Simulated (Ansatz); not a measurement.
# AlMe2H (C₂H₇Al): reading failed and doubtful runs

2 inputs were typed for AlMe2H (C₂H₇Al). Each is run as it stands; the log then has to tell whether the result can be used.

The runs use Ansatz 0.2.0, Gaussian basis; the settings change from run to run.

1 further run of the same task is left out (it didn't finish). Runs told in other sessions of the task aren't counted.

## 1. The geometry

An earlier r2SCAN-D4 in a triple-zeta def2 set relaxation fixed the geometry.

10 atoms, charge 0, spin multiplicity 1.

Atoms are counted from 1 here; the program's logs count them from 0.

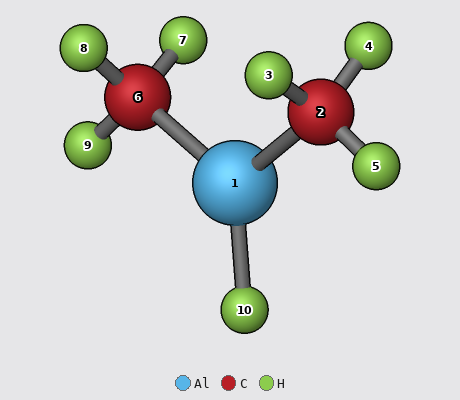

The geometry (aluminium blue, carbon red, hydrogen green); atoms are numbered from 1 in the order of the file.

## 2. Attempt 1

The input, in.yaml:

```yaml
crystal:
  periodic: [false, false, false]
  atoms:
    - {symbol: Al, position_ang: [-0.369011, -0.661708, -0.044915]}
    - {symbol: C, position_ang: [1.581556, -0.535369, -0.034367]}
    - {symbol: H, position_ang: [1.966785, -0.422501, 1.015959]}
    - {symbol: H, position_ang: [2.064147, -0.130399, -0.797145]}
    - {symbol: H, position_ang: [2.014647, -1.551028, 0.052422]}
    - {symbol: C, position_ang: [-1.184996, 1.221787, 0.018296]}
    - {symbol: H, position_ang: [-1.233083, 1.714212, -0.875337]}
    - {symbol: H, position_ang: [-0.969411, 1.750321, 0.722362]}
    - {symbol: H, position_ang: [-2.453395, 0.974679, -0.026706]}
    - {symbol: H, position_ang: [-1.416848, -2.067139, -0.134283]}
basis:
  gaussian: {orbitals: "6-31++G**"}
hamiltonian: {xc: {name: B3LYP5}}
scf: {lower_state_search: full}
relax: {f_tol: 0.0001, max_steps: 1}
output: {forces: true}
```

Command:

```sh
> ansatz run in.yaml --threads 4 --pin off --events-out ev --progress --plain --max-ram 3916MiB
```

Standard output:

```text
Functional definition: B3LYP5
  name "B3LYP5"
  cite "Stephens, Devlin, Chabalowski & Frisch, J. Phys. Chem. 98, 11623 (1994) doi:10.1021/j100096a001"
  cite "Becke, Phys. Rev. A 38, 3098 (1988) doi:10.1103/PhysRevA.38.3098"
  cite "Lee, Yang & Parr, Phys. Rev. B 37, 785 (1988) doi:10.1103/PhysRevB.37.785"
  cite "Vosko, Wilk & Nusair, Can. J. Phys. 58, 1200 (1980) doi:10.1139/p80-159"
  parameter a0 = 0.2
  parameter ax = 0.72
  parameter ac = 0.81
  exchange = (1 - a0 - ax)*slater_x + ax*b88_x + a0*exact_x
  correlation = (1 - ac)*vwn5_c + ac*lyp_c
1019 factors; integrals over basis functions are off by at most 5.5e-4 eV
mean field evaluation 1: about -8762.5709 eV, gradient 8.5e1 eV
mean field evaluation 2: about -8762.5700 eV, gradient 8.5e1 eV
mean field evaluation 4: about -8779.7501 eV, gradient 1.0e1 eV
mean field evaluation 8: about -8780.1611 eV, gradient 4.0e-1 eV
mean field evaluation 16: about -8756.6682 eV, gradient 5.7e1 eV
mean field -8780.16156484 eV, -322.6649861005 hartree, gradient 4.0e-5 eV, S^2 0.000000; 0 other end points of the search recorded, 0 dependent functions left out
the calculation of the forces begins
reference -8780.16189192 eV, -322.6649981204 hartree; 16, 16 occupied and 87, 87 virtual orbitals, 1019 factors
relax step   1: F+E_penalty+E_count = -8780.16156484 eV  Δ(F+E_penalty+E_count) = +0.000e0 eV  max|allowed force component| = 9.824e0 eV/Å  Δτ_max = 0.0000 Å  (29 SCF iters, accepted)
Error: geometry relaxation did not converge after 1 steps: max|allowed force component| = 9.82e0 eV/Å (threshold 1.0e-4). Raise `relax.max_steps` over both its present limit and 1, loosen `relax.f_tol`, or start from a geometry closer to equilibrium. Where this run's directory can be resumed (`checkpoint.write`), a resume goes on for up to `relax.max_steps` more
```

Wall time 1.3 s (4 threads of Arm Neoverse V2, shared host).

Diagnosis: It stopped unconverged. The relaxation is allowed too few steps for its threshold. The start was also shaken off the relaxed geometry, so there is far to go. Cure: raise relax.max_steps.

## 3. Attempt 2

The input, in.yaml:

```yaml
crystal:
  periodic: [false, false, false]
  atoms:
    - {symbol: Al, position_ang: [-0.412675, -0.669761, -0.007470]}
    - {symbol: C, position_ang: [1.565957, -0.679939, -0.048691]}
    - {symbol: H, position_ang: [2.003788, -0.241983, 0.876981]}
    - {symbol: H, position_ang: [1.959795, -0.083971, -0.822202]}
    - {symbol: H, position_ang: [2.028304, -1.628871, -0.034403]}
    - {symbol: C, position_ang: [-1.302377, 1.066053, 0.065817]}
    - {symbol: H, position_ang: [-1.113431, 1.667736, -0.931283]}
    - {symbol: H, position_ang: [-0.983059, 1.731934, 0.814361]}
    - {symbol: H, position_ang: [-2.465342, 0.948288, 0.113128]}
    - {symbol: H, position_ang: [-1.154600, -2.072060, 0.047956]}
basis:
  gaussian: {orbitals: STO-3G, final_grid: {core_spheres: 20, valence_spheres: 16, degree: 47}}
total_charge: -1
magnetization: {spin_polarized: true, initial_magnetization: 1}
hamiltonian: {xc: {name: PBE0}, dispersion: d2}
scf: {omitted_lower_state_checks: [starts]}
output: {forces: true}
```

Launched as before.

Standard output:

```text
Error: YAML parse error: error: line 18 column 45: hamiltonian.dispersion: `d2` is not `none`, `rvv10`, `d3bj`, `d3bjatm`, `d4` or a map `{method: …, s8: …, a1: …, a2_bohr: …}` (numbers without units, a2 in bohr) or `{method: …, functional: …}`
  --> <input>:18:45
   |
16 | total_charge: -1
17 | magnetization: {spin_polarized: true, initial_magnetization: 1}
18 | hamiltonian: {xc: {name: PBE0}, dispersion: d2}
   |                                             ^ hamiltonian.dispersion: `d2` is not `none`, `rvv10`, `d3bj`, `d3bjatm`, `d4` or a map `{method: …, s8: …, a1: …, a2_bohr: …}` (numbers without units, a2 in bohr) or `{method: …, functional: …}`
19 | scf: {omitted_lower_state_checks: [starts]}
20 | output: {forces: true}
   |
```

It took 0.05 s on 4 threads of Arm Neoverse V2, shared host.

Diagnosis: The program refused the input. d2 isn't among the dispersion terms that the program offers. It also asks for charge -1 and multiplicity 2, another species or state than the molecule above. Its coordinates are also moved off the relaxed structure (shortest distance 1.05 Å, against 1.09 Å), and have to be restored too. Cure: name d3bj, d3bjatm, d4 or rvv10, or leave the key out, and set charge and spin to those of the species named.

## 4. Summary

| attempt | level | ended | cause | time |
| --- | --- | --- | --- | --- |
| 1 | B3LYP5/6-31++G** | not converged | the relaxation is allowed too few steps for its threshold | 1.3 s |
| 2 | PBE0/STO-3G | refused | d2 isn't among the dispersion terms that the program offers | 0.05 s |

**Reading.** 1 not converged, 1 refused. A refusal costs next to no computing time.
